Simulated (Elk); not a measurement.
# Electronic structure of magnetic AlNi3

How do the spin channels of AlNi3 fill?

Main program and level: Elk 11.2.3 (patched build); PBE; all-electron APW+lo, Dirac cores, scalar-relativistic bands.

## 1. The structure

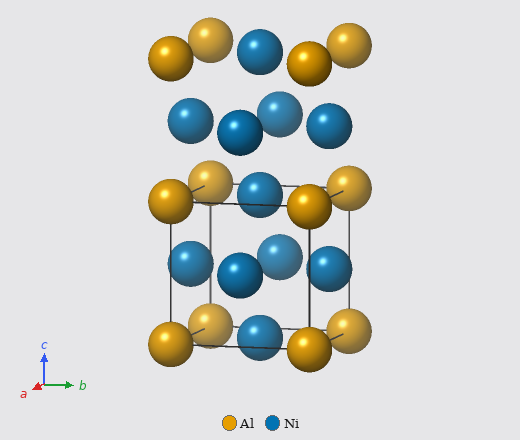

Start, viewed slightly off an axis; aluminium orange, nickel blue. 1×1×2 cells are drawn. Some periodic images of atoms are drawn too.

The cell comes from a database of computed structures and need not be the stable phase.

## 2. Ground-state run

Bands and densities of states are read from a converged potential, so the magnetic state comes first.

This is the lowest of the starts that converged (ferro +++).

The last three numbers of an atom's line are a seed field in its sphere. It points against the wanted moment and shrinks by the factor reducebf each loop.

elk.in

```
tasks
  0
  33
  73

xctype
  20

reducebf
  0.5

epsengy
  1e-05

maxscl
  100

rgkmax
  7.0

nempty
  12

swidth
  0.003

lmaxi
  3

spinpol
  .true.

sppath
  './'

avec
  6.65760855553 0.00000000000 0.00000000000
  0.00000000000 6.65760855553 0.00000000000
  0.00000000000 0.00000000000 6.65760855553

atoms
  2
  'Al.in'
  1
  0.0000000000 0.0000000000 0.0000000000   0.000000 0.000000 0.000000
  'Ni.in'
  3
  0.0000000000 0.5000000000 0.5000000000   0.000000 0.000000 -0.030000
  0.5000000000 0.0000000000 0.5000000000   0.000000 0.000000 -0.030000
  0.5000000000 0.5000000000 0.0000000000   0.000000 0.000000 -0.030000

ngridk
  8 8 8

plot3d
  0 0 0
  1 0 0
  0 1 0
  0 0 1
  18 18 18
```

Launch:

```sh
$ OMP_NUM_THREADS=2 elk
```

Numbers of over 12 decimals in the logs are rounded to 6 here.

The log of the run:

```text
Warning(gndstate): core states of species 1 leak from the muffin-tin :   0.4846517801E-03
Warning(gndstate): core states of species 2 leak from the muffin-tin :   0.4139351424E-03

--- INFO.OUT ---
┌─────────────────────────┐
│ Elk code version 11.2.3 │
└─────────────────────────┘

All units are atomic (Hartree, Bohr, etc.)

┌─────────────────────────────────────────────────┐
│ Ground-state run starting from atomic densities │
└─────────────────────────────────────────────────┘

Lattice vectors :
   6.657608556       0.000000000       0.000000000
   0.000000000       6.657608556       0.000000000
   0.000000000       0.000000000       6.657608556

Species : 1 (Al)
 parameters loaded from : Al.in
 name : aluminium
 nuclear charge    :   -13.00000000
 electronic charge :    13.00000000
 atomic mass :    49184.33496
 muffin-tin radius :    2.200000000
 number of radial points in muffin-tin :    793
 inner part over the whole radius :   0.9821194981E-02
 number on inner part of muffin-tin    :    552
 approximate nuclear radius :   0.5839653600E-04
 number of mesh points to nuclear radius :    244
 atomic positions (lattice), magnetic fields (Cartesian) :
  1 :   0.00000000  0.00000000  0.00000000    0.00000000  0.00000000  0.00000000

Species : 2 (Ni)
 parameters loaded from : Ni.in
 name : nickel
 nuclear charge    :   -28.00000000
 electronic charge :    28.00000000
 atomic mass :    106991.5231
 muffin-tin radius :    2.328820078
 number of radial points in muffin-tin :    993
 inner part over the whole radius :   0.9875947638E-02
 number on inner part of muffin-tin    :    700
 approximate nuclear radius :   0.7325707712E-04
 number of mesh points to nuclear radius :    335
 atomic positions (lattice), magnetic fields (Cartesian) :
  1 :   0.00000000  0.50000000  0.50000000    0.00000000  0.00000000 -0.03000000
  2 :   0.50000000  0.00000000  0.50000000    0.00000000  0.00000000 -0.03000000
  3 :   0.50000000  0.50000000  0.00000000    0.00000000  0.00000000 -0.03000000

Total number of atoms per unit cell :    4
Total muffin-tin volume :    203.3171288
 ratio of muffin-tin to unit cell volume :   0.6889999626

Spin treatment :
 spin-polarised
 global magnetic field (Cartesian) :    0.000000000       0.000000000       0.000000000
 collinear magnetisation in z-direction

Number of Bravais lattice symmetries :   48
Number of crystal symmetries         :   48
Crystal has inversion symmetry
Real symmetric eigensolver will be used

k-point grid :      8     8     8
k-point offset :    0.000000000       0.000000000       0.000000000
k-point set is reduced with full crystal symmetry group
Total number of k-points :       35

Muffin-tin radius times maximum |G+k| :    7.000000000
 using average radius
Maximum |G+k| for APW functions       :    3.047963991
Maximum (1/2)|G+k|²                   :    4.645042246
Maximum |G| for potential and density :    12.00000000
Constant for pseudocharge density :    7
 order of it for each species :   14  14
 order of it for pair densities of each species (exact exchange by exxq0 0: 14) :    9  10
Radial integration step length :    1

G-vector grid sizes :     27    27    27
Number of G-vectors :     8601

Maximum angular momentum used for
 APW functions            :    8
 outer part of muffin-tin :    6
 inner part of muffin-tin :    3

Number of empty states         :     48
Total number of valence states :    154
Total number of core states    :     40

Third-order local-orbitals added for an l without core states : T
Total number of local-orbitals :     76

Exchange-correlation functional :     20     0     0
 Perdew-Burke-Ernzerhof, Phys. Rev. Lett. 77, 3865 (1996)
 gradient requirement :    1
 generalised gradient approximation (GGA)

Smearing type :    3
 Fermi-Dirac
Smearing width :   0.3000000000E-02
Effective electronic temperature (K) :    947.3250744

Mixing type :    3
 Broyden mixing, J. Phys. A: Math. Gen. 17, L317 (1984)

Kohn-Sham potential initialised from atomic data

┌──────────────────────────────┐
│ Self-consistent loop started │
└──────────────────────────────┘

┌─────────────────┐
│ Loop number : 1 │
└─────────────────┘

Energies :
 Fermi                       :     0.219957
 sum of occupied eigenvalues :     -2757.3720631472
 electron kinetic            :      4877.6443708902
 core electron kinetic       :      4340.5561817405
 Coulomb                     :     -9473.9229959872
 Coulomb potential           :     -7353.9956940457
 nuclear-nuclear             :     -838.53197100836
 electron-nuclear            :     -9948.3259426095
 Hartree                     :      1312.9349176306
 Madelung                    :     -5796.9251489644
 xc potential                :     -280.82252747480
 xc effective B-field        :    -0.80147921322487E-01
 external B-field            :      0.000000
 exchange                    :     -204.96970244677
 correlation                 :     -4.551129
 electron entropic           :    -0.34856938011954E-02
 total energy                :     -4805.8029418046
 (external B-field energy excluded from total)

Density of states at Fermi energy :    119.6853710
 (states/Hartree/unit cell)

Estimated indirect band gap :   0.4468852922E-03
 from k-point 19 to k-point 13
Estimated direct band gap   :   0.2274754796E-02
 at k-point 6

Charges :
 core                        :    40.00000000
 valence                     :    57.00000000
 interstitial                :    3.634313996
 muffin-tins (core leakage)
  species : 1 (Al)
   atom 1                    :    11.37999898     (  0.5161991732E-03)
  species : 2 (Ni)
   atom 1                    :    27.32856234     (  0.4140243280E-03)
   atom 2                    :    27.32856234     (  0.4140243280E-03)
   atom 3                    :    27.32856234     (  0.4140243280E-03)
 total in muffin-tins        :    93.36568600
 total calculated charge     :    96.99739590
 total charge                :    97.00000000
 error                       :   0.2604098149E-02

Moments :
 interstitial                :  -0.1971490474
 muffin-tins
  species : 1 (Al)
   atom 1                    :  -0.7222766126E-01
  species : 2 (Ni)
   atom 1                    :   0.9966662556
   atom 2                    :   0.9966662556
   atom 3                    :   0.9966662556
 total in muffin-tins        :    2.917771105
 total moment                :    2.720622058

[... earlier loops left out ...]

┌──────────────────┐
│ Loop number : 19 │
└──────────────────┘

Energies :
 Fermi                       :     0.308605
 sum of occupied eigenvalues :     -2746.4501176572
 electron kinetic            :      4878.8299270880
 core electron kinetic       :      4340.6281856085
 Coulomb                     :     -9474.6140663991
 Coulomb potential           :     -7353.1553029053
 nuclear-nuclear             :     -838.53197100836
 electron-nuclear            :     -9950.6480005680
 Hartree                     :      1314.5659051772
 Madelung                    :     -5798.0364149465
 xc potential                :     -272.12160595883
 xc effective B-field        :    -0.31359519435446E-02
 external B-field            :      0.000000
 exchange                    :     -205.03181177180
 correlation                 :     -4.552955
 electron entropic           :    -0.31949502076867E-02
 total energy                :     -4805.3721005345
 (external B-field energy excluded from total)

Density of states at Fermi energy :    108.4126534
 (states/Hartree/unit cell)

Estimated indirect band gap :   0.2629313691E-03
 from k-point 29 to k-point 17
Estimated direct band gap   :   0.8294494012E-03
 at k-point 1

Charges :
 core                        :    40.00000000
 valence                     :    57.00000000
 interstitial                :    3.561833455
 muffin-tins (core leakage)
  species : 1 (Al)
   atom 1                    :    11.41370939     (  0.4846517801E-03)
  species : 2 (Ni)
   atom 1                    :    27.34148572     (  0.4139351424E-03)
   atom 2                    :    27.34148572     (  0.4139351424E-03)
   atom 3                    :    27.34148572     (  0.4139351424E-03)
 total in muffin-tins        :    93.43816655
 total calculated charge     :    96.99748001
 total charge                :    97.00000000
 error                       :   0.2519988760E-02

Moments :
 interstitial                :  -0.3049573754E-01
 muffin-tins
  species : 1 (Al)
   atom 1                    :  -0.1181822296E-01
  species : 2 (Ni)
   atom 1                    :   0.1844390020
   atom 2                    :   0.1844390020
   atom 3                    :   0.1844390020
 total in muffin-tins        :   0.5414987830
 total moment                :   0.5110030454

┌──────────────────────────────┐
│ Self-consistent loop stopped │
└──────────────────────────────┘

Warning : core states of species 1 leak from the muffin-tin :   0.4846517801E-03

Warning : core states of species 2 leak from the muffin-tin :   0.4139351424E-03

Wrote STATE.OUT
```

Elapsed: 4.2 min, on 2 threads of Arm Neoverse V2, shared host; peak memory 0.23 GiB.

Spin moment in the muffin-tin sphere by atom:

```
atom  spin moment in the muffin-tin sphere (μB)
 Al1                                     -0.012
 Ni2                                      0.184
 Ni3                                      0.184
 Ni4                                      0.184
```

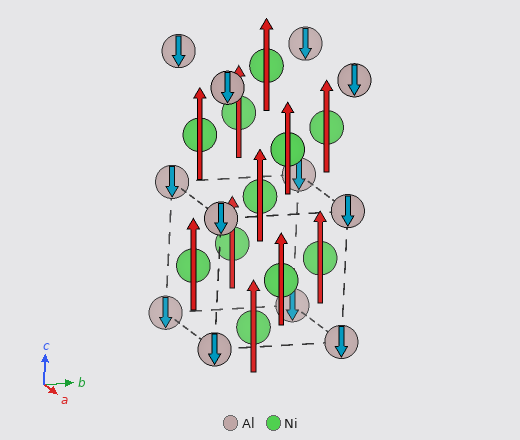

Spin moment in the muffin-tin sphere as arrows, the longest 0.184 μB. Up and down stand for the sign. Arrows give size and sign along the axis of quantisation, drawn up and down the page. Each arrow also spans its atom, so small moments look longer than they are. The two directions have two colours. 1×1×2 cells are drawn. Some periodic images of atoms are drawn too.

This step gave:

```
density of states at the Fermi level : 3.984 states/eV/cell
moment between the spheres           : -0.03050 μB
magnetization                        : 0.5110 μB
final state                          : ferromagnetic
```

## 3. Bands and density of states

The potential is kept. Point names follow a standard table for this cell's lattice and can differ from other conventions. The density of states is interpolated from the levels on the mesh (so its value at the Fermi level can differ from the smeared one of the ground-state run), and the bands are solved anew along a path of special points.

elk.in

```
tasks
  10
  20
  15

xctype
  20

reducebf
  0.5

epsengy
  1e-05

maxscl
  100

rgkmax
  7.0

nempty
  12

swidth
  0.003

lmaxi
  3

spinpol
  .true.

sppath
  './'

avec
  6.65760855553 0.00000000000 0.00000000000
  0.00000000000 6.65760855553 0.00000000000
  0.00000000000 0.00000000000 6.65760855553

atoms
  2
  'Al.in'
  1
  0.0000000000 0.0000000000 0.0000000000   0.000000 0.000000 0.000000
  'Ni.in'
  3
  0.0000000000 0.5000000000 0.5000000000   0.000000 0.000000 -0.000030
  0.5000000000 0.0000000000 0.5000000000   0.000000 0.000000 -0.000030
  0.5000000000 0.5000000000 0.0000000000   0.000000 0.000000 -0.000030

ngridk
  8 8 8

wplot
  300 60 1
  -0.35000 0.25000

plot1d
  7 84
  0.00000000 0.00000000 0.00000000
  0.00000000 0.50000000 0.00000000
  0.50000000 0.50000000 0.00000000
  0.00000000 0.00000000 0.00000000
  0.50000000 0.50000000 0.50000000
  0.00000000 0.50000000 0.00000000
  0.50000000 0.50000000 0.50000000
```

Launch:

```sh
$ OMP_NUM_THREADS=2 elk
```

The log of the run:

```text
┌─────────────────────────────────┐
│ Elk code version 11.2.3 started │
└─────────────────────────────────┘

Info(readinput): the functional depends on the density's gradient
 muffin-tin radial points multiplied by    2.00000
 (not where nrmtscf is given)

┌───────────────────┐
│ Current task : 10 │
└───────────────────┘
Info(checkmt): changed muffin-tin radius of species 2 (Ni) from   2.4000 to   2.3288

Info(writedos):
 Total density of states written to TDOS.OUT

 Partial density of states written to PDOS_Sss_Aaaaa.OUT
 for all species and atoms

 Spin-quantisation axis :    0.000000000       0.000000000       1.000000000

 Eigenvalues of a random matrix symmetrised with the site
 symmetries in the Yₗₘ basis written to ELMIREP.OUT for all
 species and atoms. Degenerate eigenvalues correspond to
 irreducible representations of each site symmetry group

 Interstitial density of states written to IDOS.OUT

 Fermi energy is at zero in plots

 DOS units are states/Hartree/unit cell

┌───────────────────┐
│ Current task : 20 │
└───────────────────┘

Info(bandstr):
 Band structure plot written to BAND.OUT

 Fermi energy is at zero in plot

 Vertex location lines written to BANDLINES.OUT

┌───────────────────┐
│ Current task : 15 │
└───────────────────┘

Info(writelsj):
 muffin-tin L, S and J expectation values written to LSJ.OUT

┌──────────────────┐
│ Elk code stopped │
└──────────────────┘
```

Wall time 2.8 min (2 threads); peak memory 0.31 GiB.

Electronic bands along the path, in eV, zero at the Fermi level; # counts the bands kept:

```
point  up #14  up #15  up #16  up #17  down #13  down #14  down #15  down #17
    Γ    0.01    0.01    0.01    0.80     -0.02      0.31      0.31      0.78
    X   -1.19   -1.04   -0.48    0.02     -1.00     -1.00     -0.87      0.32
    M   -1.23   -0.95   -0.94   -0.58     -1.19     -1.14     -0.82     -0.48
    Γ    0.01    0.01    0.01    0.80     -0.02      0.31      0.31      0.78
    R   -1.05   -1.05   -0.31   -0.18     -1.21     -0.92     -0.92      0.08
    X   -1.19   -1.04   -0.48    0.02     -1.00     -1.00     -0.87      0.32
    R   -1.05   -1.05   -0.31   -0.18     -1.21     -0.92     -0.92      0.08
```

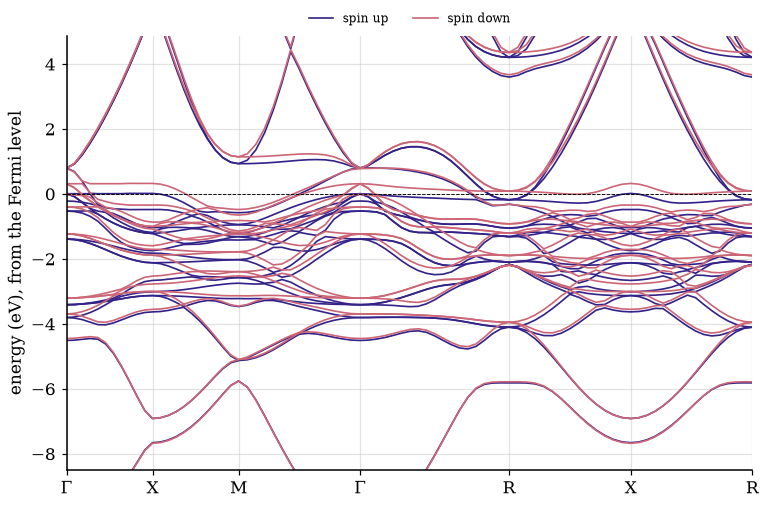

Electronic bands along the path; the two colours are the two spins.

The density of states has structure finer than the step of the table below, so its rows give means over 1 eV, whole bins alone (the curve runs from -9.52 to 6.75 eV). Peaks (eV: height): up -3.3: 5.47, -2.9: 4.32, -2.1: 6.12, -1.2: 7.76; down -3.2: 4.78, -2.7: 4.69, -2.0: 6.16, -0.9: 7.36; Al1 p up -4.0: 0.0802, -3.2: 0.194, -2.6: 0.0904, 1.4: 0.0847; Al1 p down -4.1: 0.0835, -3.1: 0.225, -2.5: 0.105, 1.5: 0.0889; Ni2 d up -3.3: 1.36, -2.9: 1.17, -2.1: 1.79, -1.2: 2.45.

The density of states by energy, zero at the Fermi level; means over each step; values in states/eV/cell:

```
energy (eV)     up   down  Al1 p up  Al1 p down  Ni2 d up  Ni2 d down
         -9  0.167  0.166   0.00287     0.00287    7.6e-4      7.6e-4
         -8  0.283  0.285   0.00647     0.00652   0.00322     0.00317
         -7  0.323  0.319   0.00887     0.00881   0.00958     0.00918
         -6  0.408  0.400    0.0222      0.0219    0.0267      0.0251
         -5  0.767  0.715    0.0563      0.0553    0.0830      0.0705
         -4   1.26   1.18    0.0592      0.0613     0.248       0.219
         -3   3.84   3.48     0.109       0.111     0.995       0.879
         -2   3.20   3.29    0.0369      0.0402     0.920       0.931
         -1   5.09   4.88    0.0127      0.0149      1.57        1.50
          0   1.67   2.25    0.0157      0.0141     0.471       0.654
          1  0.665  0.557    0.0467      0.0356     0.138       0.125
          2  0.655  0.758    0.0613      0.0659     0.102       0.131
          3  0.436  0.465    0.0472      0.0490    0.0520      0.0596
          4  0.309  0.295    0.0254      0.0263    0.0361      0.0354
          5  0.620  0.608    0.0448      0.0434    0.0654      0.0678
          6  0.622  0.641    0.0432      0.0460    0.0549      0.0591
```

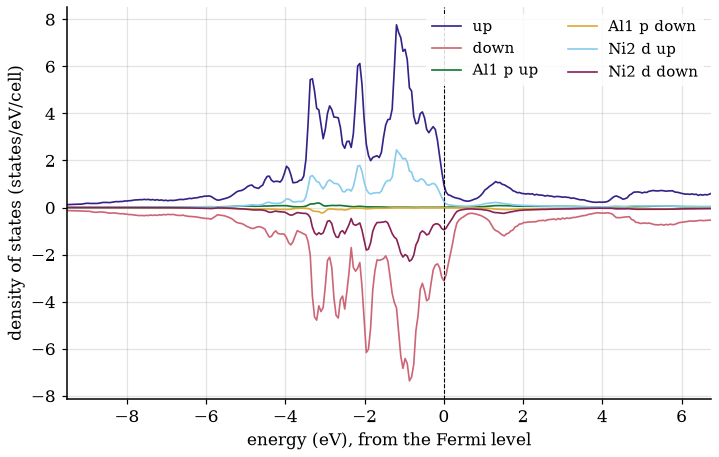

Density of states, plotted against energy. Down spins are drawn negative.

## 4. Summary of results

```
state          : ferromagnetic
largest moment : 0.184 μB
```

**Reading.** Right at the Fermi level (the table gives means over its steps) the density of states is 0.96 states/eV a cell for spin up and 3.1 for spin down. Within the window shown, the centres of the Ni2 d states of the two spins lie 0.18 eV apart, a rough measure of the splitting of the spins. The state is the lowest of the starts that converged; no opposed start was among them. These are Kohn–Sham levels without spin–orbit coupling.

[Logs and program files are shortened in this print: banners, set-up blocks, solver, clock and traceback lines can be left out without a mark of their own.]

[Logs are printed without paths, hosts, clocks, repeated set-up lines and the standing remarks that a program may print on its own settings, such as how far it seeks lower states.]

[Hosts, paths, dates, database ids (printed as entryN), source tags and the programs' standing remarks are cut or masked in the printed files.]

[Where a cell is said to come from a database of computed structures, the database is the Materials Project.]
